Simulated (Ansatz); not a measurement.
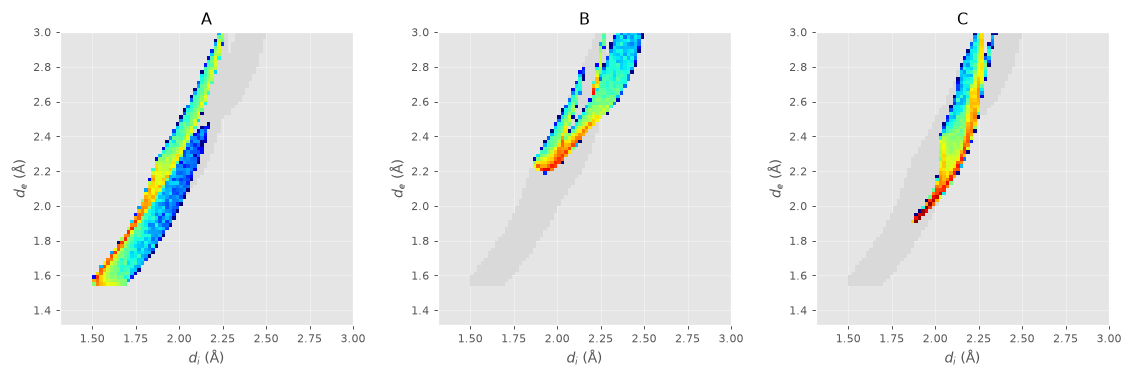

Fingerprint plots of the Hirshfeld surface computed for one P₂ unit (covalently bonded non-metal atoms) in CsP$_{4}$Pb (P4/mmm, No. 123), each panel colouring one kind of contact over the whole plot in grey. The kinds are P···Cs, P···P, P···Pb, in shuffled order.

The surface is where the fragment's share of the procrystal density (the sum of the densities of spherically averaged neutral Hartree-Fock atoms) equals one half. d_i and d_e are the distances from the surface to the nearest nucleus inside and outside. From Rb on the atoms have core potentials, so only their outer electrons count.

Origin of the cell: coordinates from a relaxation with DFT PBE, scalar-relativistic, plane waves, PAW (Ansatz 0.2.0); the starting structure was generated, so it need not be a known form of this composition.

```
Cs P Pb
1.0
     5.80953    0.00000    0.00000
     0.00000    5.80953    0.00000
     0.00000    0.00000    6.85465
Cs P Pb
1 4 1
Direct
  0.50000 0.50000 0.50000
  0.50000 0.00000 0.14658
  0.00000 0.50000 0.85342
  0.50000 0.00000 0.85342
  0.00000 0.50000 0.14658
  0.00000 0.00000 0.00000
```

> Which panel shows which contact, and what share of the surface does each take?

A: P···Pb, 33 % of the area, smallest d_i + d_e about 3.1 Å. B: P···P, 27 % of the area, smallest d_i + d_e about 4.1 Å. C: P···Cs, 40 % of the area, smallest d_i + d_e about 3.8 Å.

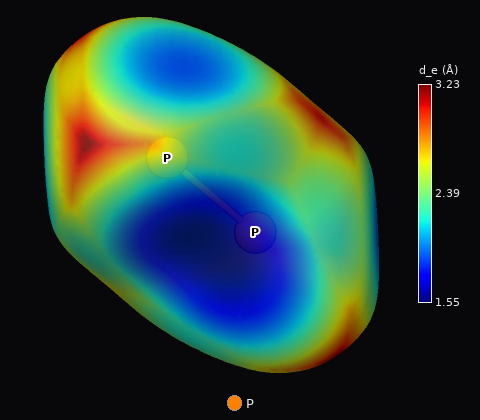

Hirshfeld surface computed for one P₂ unit (covalently bonded non-metal atoms) in CsP4Pb (P4/mmm, No. 123), coloured by d_e.
